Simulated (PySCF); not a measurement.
# HfCl₃: doublet, from a T-shaped start

Where does doublet HfCl₃ go from a T-shaped start, is the end point a minimum, and what are its modes, charges and moments?

The runs use PySCF 2.14.0; PBE0, basis Hf def2-TZVP with ECP60, Cl def2-TZVP, scalar-relativistic core potentials, no spin–orbit coupling, density fitting.

## (1) The system as given

4 atoms, charge 0, spin multiplicity 2.

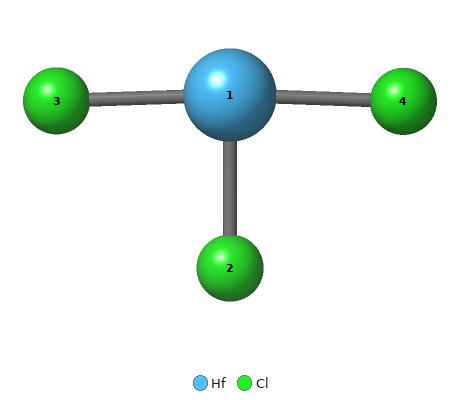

As it starts; hafnium blue, chlorine green; atoms are numbered from 1 in the order of the file.

Coordinates in bohr (charge 0 multiplicity 2):
```
Hf    0.0000    0.0000    0.0000
Cl    0.0000    0.0000    4.7432
Cl    4.7404    0.0000    0.1655
Cl   -4.7404    0.0000    0.1655
```

## (2) Finding the electronic state

The steps below are one call of a driver around PySCF. For each, scf.py gives the equivalent set-up of the SCF; relaxations use the driver's own optimiser. After this first run the driver tries any further starts and a stability analysis.

Input file scf.py:

```python
from pyscf import gto, scf, dft
mol = gto.M(atom='''
Hf     0.000000     0.000000     0.000000
Cl     0.000000     0.000000     2.510000
Cl     2.508500     0.000000     0.087600
Cl    -2.508500     0.000000     0.087600''',
    basis={'Hf': 'def2-TZVP', 'Cl': 'def2-TZVP'},
    ecp={'Hf': 'def2-TZVP'},
    charge=0, spin=1)
mf = dft.UKS(mol, xc='PBE0')
mf.grids.atom_grid = (50, 194)
aux = {'Hf': 'def2-universal-JKFIT', 'Cl': 'def2-universal-JKFIT'}
mf = mf.density_fit(auxbasis=aux)
mf.conv_tol = 1e-08
mf.diis_space = 10
mf.max_cycle = 60
mf.init_guess = 'minao'
mf.verbose = 4
mf.kernel()
```

Run with:

```
$ OMP_NUM_THREADS=4 python axn.py task.json out
```

What it wrote:

```text
init E= -1409.755398244
[... the frontier-level lines of each cycle are left out ...]
cycle= 1 E= -1428.29786601371  delta_E= -18.5  |g|= 0.311  |ddm|= 3.95
cycle= 2 E= -1428.28667631616  delta_E= 0.0112  |g|= 0.338  |ddm|= 0.603
cycle= 3 E= -1428.33762511831  delta_E= -0.0509  |g|= 0.114  |ddm|= 0.363
cycle= 4 E= -1428.34418528022  delta_E= -0.00656  |g|= 0.0569  |ddm|= 0.164
cycle= 5 E= -1428.34623970564  delta_E= -0.00205  |g|= 0.00604  |ddm|= 0.0561
cycle= 6 E= -1428.34628229672  delta_E= -4.26e-05  |g|= 0.00295  |ddm|= 0.0149
cycle= 7 E= -1428.34630074117  delta_E= -1.84e-05  |g|= 0.0012  |ddm|= 0.011
cycle= 8 E= -1428.34630748749  delta_E= -6.75e-06  |g|= 0.000904  |ddm|= 0.00862
cycle= 9 E= -1428.34630942234  delta_E= -1.93e-06  |g|= 0.000178  |ddm|= 0.00513
cycle= 10 E= -1428.34630957489  delta_E= -1.53e-07  |g|= 5.78e-05  |ddm|= 0.00179
cycle= 11 E= -1428.34630957976  delta_E= -4.86e-09  |g|= 1.51e-05  |ddm|= 0.000178
Extra cycle  E= -1428.34630958004  delta_E= -2.86e-10  |g|= 1.84e-05  |ddm|= 4.9e-05
converged SCF energy = -1428.34630958004  <S^2> = 0.75356813  2S+1 = 2.003565
```

This step, with its further starts and checks, needed 26 s of wall time on 4 threads of Arm Neoverse V2, shared host.

Energies from each starting density:

| start | energy (Eh) |
| --- | --- |
| the minimal-basis guess | -1428.346310 |
| a thermally smeared density | -1428.346310 |
| a smeared PBE density | -1428.346310 |

No lower solution of this spin turned up from the other starts or in the test of internal stability.

## (3) Relaxation: T-shaped start, doublet

The program finds C2v symmetry in the start, which this walk keeps.

scf.py: that of step 2 with these lines changed.

```diff
@@ -3,4 +3,4 @@
-Hf     0.000000     0.000000     0.000000
-Cl     0.000000     0.000000     2.510000
-Cl     2.508500     0.000000     0.087600
-Cl    -2.508500     0.000000     0.087600''',
+Hf     0.000000     0.000000    -0.329638
+Cl     0.000000     0.000000     2.180362
+Cl     2.508500     0.000000    -0.242038
+Cl    -2.508500     0.000000    -0.242038''',
@@ -17 +16,0 @@
-mf.init_guess = 'minao'
```

The optimiser's trace:

| step | energy (Eh) | change (kJ/mol) | largest symmetric gradient (Eh/bohr) |
| --- | --- | --- | --- |
| 0 | -1428.346310 | 0.00 | 0.07355 |
| 1 | -1428.373145 | -70.46 | 0.04540 |
| 2 | -1428.387516 | -108.19 | 0.03146 |
| 3 | -1428.394961 | -127.73 | 0.01928 |
| 4 | -1428.403631 | -150.50 | 0.01243 |
| 5 | -1428.406295 | -157.49 | 0.00649 |
| 6 | -1428.407060 | -159.50 | 0.00315 |
| 7 | -1428.407227 | -159.94 | 0.00067 |
| 8 | -1428.407231 | -159.95 | 0.00014 |
| 9 | -1428.407232 | -159.95 | 0.00019 |

The walk took 46 s.

Positions (Å) and forces (eV/Å) along the way:

```
step 0
Hf   0.000   0.000  -0.330   0.000   0.000   3.782
Cl   0.000   0.000   2.180   0.000   0.000  -2.374
Cl   2.509   0.000  -0.242  -1.904   0.000  -0.704
Cl  -2.509   0.000  -0.242   1.904   0.000  -0.704
step 1
Hf   0.000   0.000  -0.204   0.000   0.000   2.335
Cl   0.000   0.000   2.172   0.000   0.000  -1.174
Cl   2.424   0.000  -0.301  -1.038   0.000  -0.580
Cl  -2.424   0.000  -0.301   1.038   0.000  -0.580
step 5
Hf   0.000   0.000   0.266   0.000   0.000   0.148
Cl   0.000   0.000   2.596   0.000   0.000  -0.230
Cl   2.118   0.000  -0.748  -0.334   0.000   0.041
Cl  -2.118   0.000  -0.748   0.334   0.000   0.041
step 9
Hf   0.000   0.000   0.335   0.000   0.000   0.010
Cl   0.000   0.000   2.659   0.000   0.000   0.000
Cl   2.021   0.000  -0.814   0.007   0.000  -0.005
Cl  -2.021   0.000  -0.814  -0.007   0.000  -0.005
```

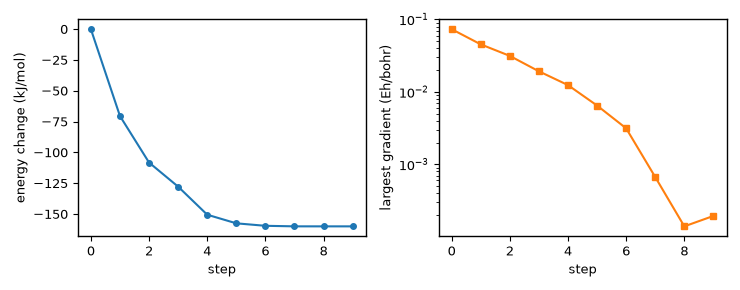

Energy and largest gradient along the walk.

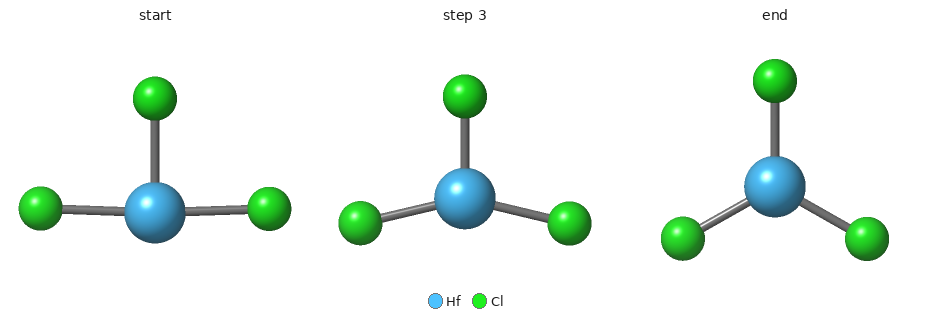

Start and end of the relaxation, with a step between.

After 9 steps and 160.0 kJ/mol it ends at D3h: Hf–Cl 2.325 Å (×3); Cl–Hf–Cl 119.6° (×2), Cl–Hf–Cl 120.8°.

## (4) Hessian and properties

The point is checked on the finer grid, and tightened if its gradient asks for it. The Hessian and the dipole derivatives come from central differences of analytic gradients, with steps of 0.02 bohr.

scf.py: that of step 3 with these lines changed.

```diff
@@ -3,4 +3,4 @@
-Hf     0.000000     0.000000    -0.329638
-Cl     0.000000     0.000000     2.180362
-Cl     2.508500     0.000000    -0.242038
-Cl    -2.508500     0.000000    -0.242038''',
+Hf    -0.000000     0.000000    -0.000000
+Cl     0.000000     0.000000     2.325059
+Cl     2.013560     0.000000    -1.162529
+Cl    -2.013560     0.000000    -1.162529''',
@@ -11 +11 @@
-mf.grids.atom_grid = (50, 194)
+mf.grids.atom_grid = (75, 302)
@@ -14 +14 @@
-mf.conv_tol = 1e-08
+mf.conv_tol = 1e-10
```

This SCF starts from the last density.

Log of the central SCF (cycles and frontier levels):

```text
init E= -1428.40748179978
[... the frontier-level lines of each cycle are left out ...]
cycle= 1 E= -1428.40748179979  delta_E= -2.96e-12  |g|= 4.41e-07  |ddm|= 7.76e-07
Extra cycle  E= -1428.40748179978  delta_E= 4.55e-12  |g|= 7.09e-07  |ddm|= 9.59e-07
converged SCF energy = -1428.40748179978  <S^2> = 0.75279655  2S+1 = 2.0027946
```

The whole step took 64 s.

Geometry: D3h; Hf–Cl 2.325 Å (×3); Cl–Hf–Cl 120.0° (×3).

Harmonic modes (main isotopes):

| symmetry | ω (cm⁻¹) | IR (km/mol) | type |
| --- | --- | --- | --- |
| a2'' | 53 | 3.3 | bend |
| e' | 85 | 2.8 | bend |
| a1' | 372 | 0.0 | stretch |
| e' | 392 | 180 | stretch |

All wavenumbers are real: a minimum.

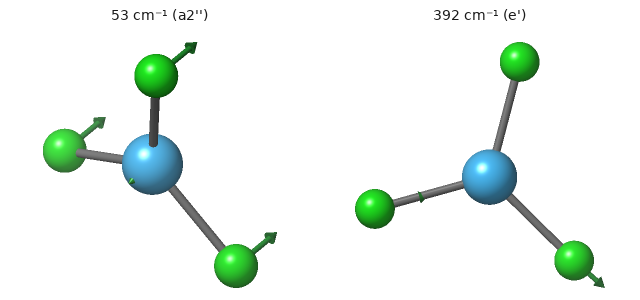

Displacements of 2 of the modes, as arrows (one member where a mode is degenerate).

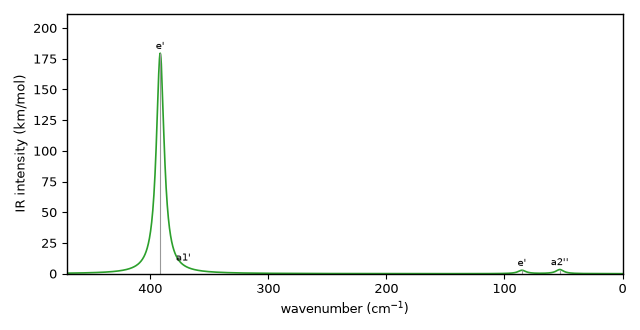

The harmonic infrared spectrum (widths in cm⁻¹). Lines are broadened to a width of 8 cm⁻¹ (Lorentzian).

Constants and moments:

* Dipole moment: 0.00 D
* Highest occupied level: -6.18 eV
* Lowest empty level: -2.50 eV
* Rotational constants: 0.05945, 0.05945, 0.02973 cm⁻¹
* Zero-point energy: 8.2 kJ/mol
* Principal polarisabilities: 71.0, 81.5, 81.5 bohr³
* Atomisation energy without zero-point energy: 1504 kJ/mol
* Principal traceless quadrupole moments about the centre of mass: -2.73, -2.73, 5.47 D Å
* Entropy at 298.15 K and 1 bar (electronic part: spin only): 356.1 J/(mol K)
* Heat capacity Cp at 298.15 K: 76.8 J/(mol K)
* Enthalpy at 298.15 K above 0 K: 18.65 kJ/mol
* Rotational symmetry number: 6
* Spin squared ⟨S²⟩: 0.753

Charges (e) and bond orders:

| atom | Mulliken | Löwdin | polar tensor | spin (Mulliken) | Mayer order to Hf1 |
| --- | --- | --- | --- | --- | --- |
| Hf1 | 1.00 | -0.20 | 1.62 | 1.07 | – |
| Cl2,3,4 | -0.33 | 0.07 | -0.54 | -0.02 | 1.15 |

Mulliken populations on Hf1 (outside its core potential): s 2.64, p 6.29, d 1.97, f 0.10.

## (5) Results

| quantity | value |
| --- | --- |
| minimum | doublet, D3h |
| geometry | Hf–Cl 2.325 Å (×3); Cl–Hf–Cl 120.0° (×3) |
| wavenumbers (cm⁻¹) | 53 (a2''), 85 (e'), 372 (a1'), 392 (e') |
| dipole moment | 0.00 D |
| highest occupied, lowest empty level (either spin) | -6.18, -2.50 eV |
| polar-tensor charge of Hf1 | +1.62 e |
| zero-point energy | 8.2 kJ/mol |
| entropy at 298.15 K | 356.1 J/(mol K) |
| atomisation energy (no zero-point energy) | 1504 kJ/mol |
| ⟨S²⟩ | 0.753 |

The T-shaped start (C2v) ends in a minimum of D3h symmetry. The strongest infrared band lies at 392 cm⁻¹ (e', stretch). The dipole vanishes although Hf1 carries +1.6 e by the polar tensor: the bond dipoles cancel. Most of the spin sits on Hf1 (Mulliken spin 1.07, against 1 for the whole molecule). Only this shape and spin were tried, so other structures or states may lie lower. One determinant may miss the lowest occupation of an open d or f shell. Spin–orbit coupling, left out here, can matter for elements this heavy.

The search up to here took 2.3 min.
